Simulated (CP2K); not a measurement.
# PM6 run of CH4AlBO2 (SMILES BO[C](=O)[AlH2])

Aim: the energy change on altering one bond length of CH4AlBO2 at PM6, from 2 runs. 

The calculation is run with CP2K 2026.2.

2 further runs of the same task are left out: 1 that didn't finish, 1 set aside as unsound or not needed.

## (1) The system as given

The species is CH4AlBO2 (9 atoms), meant as a singlet with charge 0. As SMILES, `BO[C](=O)[AlH2]`. Geometry: a rough force-field guess. This is one conformer, not always the lowest.

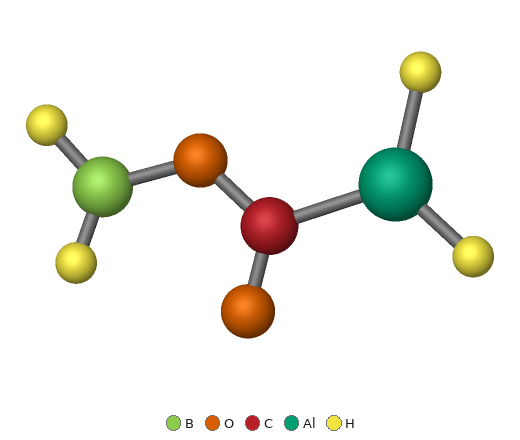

Viewed from a chosen angle; boron green, oxygen orange, carbon red, aluminium teal, hydrogen yellow.

## (2) Energy and forces at PM6

mol.inp reads:

```
&GLOBAL
 PROJECT mol
 RUN_TYPE ENERGY_FORCE
 PRINT_LEVEL MEDIUM
&END

&FORCE_EVAL
 METHOD QS
 &DFT
  CHARGE 0
  MULTIPLICITY 1
  &QS
   METHOD PM6
   EPS_DEFAULT 1.0E-10
   &SE
    &COULOMB
     CUTOFF [angstrom] 50
     RC_RANGE [angstrom] 0
    &END
    &EXCHANGE
     CUTOFF [angstrom] 50
     RC_RANGE [angstrom] 0
    &END
   &END
  &END
  ! isolated system
  &POISSON
   PERIODIC NONE
   POISSON_SOLVER ANALYTIC
  &END
  &SCF
   SCF_GUESS ATOMIC
   EPS_SCF 1.0E-06
   MAX_SCF 150
   ADDED_MOS 8
   &DIAGONALIZATION
    ALGORITHM STANDARD
   &END
   &MIXING
    METHOD DIRECT_P_MIXING
    ALPHA 0.4
   &END
  &END
  &PRINT
   &MOMENTS
    PERIODIC F
    REFERENCE COM
    MAX_MOMENT 1
   &END
   &MO ON
    ENERGIES T
    OCCUPATION_NUMBERS T
    NDIGITS 6
    &EACH
     QS_SCF 0
    &END
    ADD_LAST NUMERIC
   &END
   &HIRSHFELD OFF
   &END
  &END
 &END
 ! atoms, cell and kinds
 &SUBSYS
  &CELL
   ABC [angstrom] 12.1 12.9 12.4
   PERIODIC NONE
  &END
  &COORD
   B      7.643350     7.825350     5.010450
   O      6.612750     7.257050     5.941150
   C      5.943150     6.041750     5.693350
   O      6.268250     5.382450     4.657050
   Al     4.709350     5.346250     7.021050
   H      8.096550     8.921250     5.264050
   H      7.904850     7.335550     3.988250
   H      4.003450     3.978750     6.782950
   H      4.423650     6.204650     8.411750
  &END
 &END
 &PRINT
  &FORCES ON
  &END
 &END
&END
```

Started as:

```console
$ OMP_NUM_THREADS=1 cp2k.psmp mol.inp > mol.out
```

The log of the run:

```text
CP2K| version string:                                       CP2K version 2026.2
[...]
 GLOBAL| Method name                                                        CP2K
[...]
 GLOBAL| Run type                                                   ENERGY_FORCE
[...]
                             - Atoms:                                          9
[...]
                             - Spherical basis functions:                     29
[...]
 Number of electrons:                                                         26
[...]
     1 P_Mix/Diag. 0.40E+00    0.0     0.65840251       -25.8327770727 -2.58E+01
[...]
    15 DIIS/Diag.  0.26E-06    0.0     0.00000084       -31.7484019728 -1.52E-11
  *** SCF run converged in    15 steps ***
  Core-core repulsion energy [eV]:                           1553.86842293927452
  Core Hamiltonian energy [eV]:                             -1415.38579059804465
  Two-electron integral energy [eV]:                        -2004.80117051311413
  Electronic energy [eV]:                                   -2417.78637585460183
  Total energy [eV]:                                         -863.91795291532742
  Atomic reference energy [eV]:                               862.98743951809956
  Heat of formation [kcal/mol]:                               -21.45815040512059
[...]
 SE_DIPOLE| Moment [Debye]          1.26971703      -0.15710831      -2.18738808
 SE_DIPOLE| Derivative [a.u.]       0.00000000       0.00000000       0.00000000
 ENERGY| Total FORCE_EVAL ( QS ) energy [hartree]            -31.748401972845812
 FORCES| Atomic forces [hartree/bohr]
 FORCES|   Atom     x               y               z               |f|
 FORCES|      1 -3.68424664E-02 -5.17710354E-04  2.87090801E-02   4.67102412E-02
 FORCES|      2  1.65770310E-02 -5.38199153E-03 -2.88220013E-02   3.36819172E-02
 FORCES|      3  6.41981806E-02 -1.39764072E-02 -8.90189593E-02   1.10639602E-01
 FORCES|      4 -2.81383575E-02  4.69941898E-02  7.66369280E-02   9.41989372E-02
 FORCES|      5 -1.44365276E-02  2.31913170E-02  4.52196209E-02   5.28305274E-02
 FORCES|      6 -1.14265293E-02 -1.83538063E-02  1.00098363E-02   2.38248735E-02
 FORCES|      7 -7.94279688E-04 -1.30394192E-02 -4.42887990E-03   1.37939229E-02
 FORCES|      8  1.86242188E-03 -2.13867427E-03 -5.49488969E-03   6.18355526E-03
 FORCES|      9  9.00052700E-03 -1.67774980E-02 -3.28107352E-02   3.79346579E-02
 FORCES| Sum     4.16333634E-17  1.08246745E-15 -5.55111512E-17
 FORCES| Total atomic force                                       1.08468917E-15
[...]
```

Run time: 1.3 s. Hardware: 1 thread of Intel Xeon Platinum 8259CL at 2.50GHz (Skylake/Cascade Lake), shared host; peak memory 0.19 GiB.

## (3) The distorted shape, same level

molecule.inp reads:

```
&GLOBAL
   PROJECT molecule
   RUN_TYPE ENERGY_FORCE
   PRINT_LEVEL MEDIUM
&END
&FORCE_EVAL
   METHOD QUICKSTEP
   &DFT
      # Quickstep
      &QS
         METHOD PM6
         EPS_DEFAULT 1.0E-10
         &SE
            &COULOMB
               CUTOFF [angstrom] 50
               RC_RANGE [angstrom] 0
            &END
            &EXCHANGE
               CUTOFF [angstrom] 50
               RC_RANGE [angstrom] 0
            &END
         &END
      &END
      # no periodic images
      &POISSON
         PERIODIC NONE
         POISSON_SOLVER ANALYTIC
      &END
      &SCF
         SCF_GUESS ATOMIC
         EPS_SCF 1.0E-06
         MAX_SCF 150
         ADDED_MOS 8
         &DIAGONALIZATION
            ALGORITHM STANDARD
         &END
         &MIXING
            METHOD DIRECT_P_MIXING
            ALPHA 0.4
         &END
      &END
      &PRINT
         &MOMENTS
            PERIODIC F
            REFERENCE COM
            MAX_MOMENT 1
         &END
         &MO ON
            ENERGIES T
            OCCUPATION_NUMBERS T
            NDIGITS 6
            &EACH
               QS_SCF 0
            &END
            ADD_LAST NUMERIC
         &END
         &HIRSHFELD OFF
         &END
      &END
   &END
   # structure
   &SUBSYS
      &CELL
         ABC 12.1 12.9 13
         PERIODIC NONE
      &END
      &COORD
         B      7.643350     7.825350     5.617102
         O      6.612750     7.257050     6.547802
         C      5.943150     6.041750     6.300002
         O      6.268250     5.382450     5.263702
         Al     4.709350     5.346250     7.627702
         H      8.096550     8.921250     5.870702
         H      8.061746     7.041678     3.981598
         H      4.003450     3.978750     7.389601
         H      4.423650     6.204650     9.018402
      &END
   &END
   &PRINT
      &FORCES ON
      &END
   &END
&END
```

Started as:

```console
$ OMP_NUM_THREADS=1 cp2k.psmp -i molecule.inp -o molecule.out
```

The log of the run:

```text
CP2K| version string:                                       CP2K version 2026.2
[...]
 GLOBAL| Method name                                                        CP2K
[...]
 GLOBAL| Run type                                                   ENERGY_FORCE
[...]
                             - Atoms:                                          9
[...]
                             - Spherical basis functions:                     29
[...]
 Number of electrons:                                                         26
[...]
     1 P_Mix/Diag. 0.40E+00    0.0     0.65837987       -25.9312412482 -2.59E+01
[...]
    16 DIIS/Diag.  0.11E-06    0.0     0.00000023       -31.6405135446 -2.60E-12
  *** SCF run converged in    16 steps ***
  Core-core repulsion energy [eV]:                           1534.65671721097124
  Core Hamiltonian energy [eV]:                             -1411.59195439072209
  Two-electron integral energy [eV]:                        -1968.09384460316255
  Electronic energy [eV]:                                   -2395.63887669230371
  Total energy [eV]:                                         -860.98215948133213
  Atomic reference energy [eV]:                               862.98743951809956
  Heat of formation [kcal/mol]:                                46.24285986804063
[...]
 SE_DIPOLE| Moment [Debye]          1.21072933      -0.12974006      -1.96598815
 SE_DIPOLE| Derivative [a.u.]       0.00000000       0.00000000       0.00000000
 ENERGY| Total FORCE_EVAL ( QS ) energy [hartree]            -31.640513544624234
 FORCES| Atomic forces [hartree/bohr]
 FORCES|   Atom     x               y               z               |f|
 FORCES|      1 -1.73034975E-02 -4.97525434E-02 -5.67086168E-02   7.73989265E-02
 FORCES|      2  1.92590055E-02 -5.77988914E-03 -3.42176866E-02   3.96883672E-02
 FORCES|      3  6.48674976E-02 -1.31089375E-02 -8.88852559E-02   1.10816178E-01
 FORCES|      4 -2.82317000E-02  4.65917328E-02  7.62002231E-02   9.36711933E-02
 FORCES|      5 -1.42958224E-02  2.32081395E-02  4.50494002E-02   5.26539337E-02
 FORCES|      6 -1.01135189E-02 -1.98530001E-02  5.31847801E-03   2.29065730E-02
 FORCES|      7 -2.49848648E-02  3.76272199E-02  9.14824493E-02   1.02024946E-01
 FORCES|      8  1.82606591E-03 -2.14666407E-03 -5.45009719E-03   6.13565341E-03
 FORCES|      9  8.97683469E-03 -1.67860580E-02 -3.27888941E-02   3.79139405E-02
 FORCES| Sum    -5.41233725E-16  2.77555756E-16 -3.19189120E-16
 FORCES| Total atomic force                                       6.86915451E-16
[...]
```

Wall time 1.5 s (1 thread of Intel Xeon Platinum 8259CL at 2.50GHz (Skylake/Cascade Lake), shared host); peak memory 0.19 GiB.

## (4) What came out

At PM6:

| quantity | value |
| --- | --- |
| first shape: total energy | -31.74840 Eh |
| first shape: dipole moment | 2.53 D |
| first shape: HOMO energy | -10.24 eV |
| first shape: LUMO energy | -0.72 eV |
| first shape: HOMO–LUMO gap | 9.52 eV |
| first shape: heat of formation at this unrelaxed shape | -21.5 kcal/mol |
| first shape: largest force on an atom | 5.689 eV/Å |
| distorted shape: total energy | -31.64051 Eh |
| distorted shape: dipole moment | 2.31 D |
| distorted shape: HOMO energy | -8.94 eV |
| distorted shape: LUMO energy | -0.69 eV |
| distorted shape: HOMO–LUMO gap | 8.25 eV |
| distorted shape: heat of formation at this unrelaxed shape | 46.2 kcal/mol |
| distorted shape: largest force on an atom | 5.698 eV/Å |
| energy change with the B1–H7 bond stretched from 1.163 to 1.861 Å | 2.936 eV |

In words: With the B1–H7 bond stretched from 1.163 to 1.861 Å the energy rises by 2.94 eV (283 kJ/mol). The first shape isn't relaxed at this level, so the change isn't measured from a minimum. The largest force (first shape) is 5.69 eV/Å: the shape isn't a stationary point for this species at this level.
